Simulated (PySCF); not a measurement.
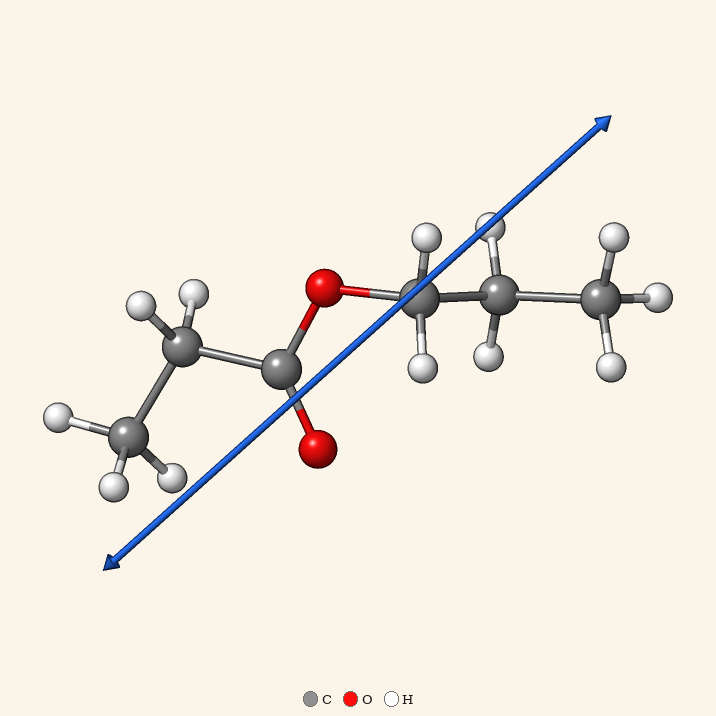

The double arrow shows the direction of the transition dipole to excited singlet state 3 (its length means nothing). The geometry was computed by an optimisation with PBE0-D3(BJ)/def2-SVP. No frequency run is at hand to confirm it as a minimum. Properties computed with TDDFT ωB97X-D/def2-SVPD, vertical, gas phase, core orbitals frozen in the response (PySCF 2.14.0).

Question. Where does the transition lie, and how strong is it?

Answer. 8.15 eV (152 nm), oscillator strength 0.15, mainly HOMO−1 → LUMO (weight 0.54); transition dipole 2.18 D.
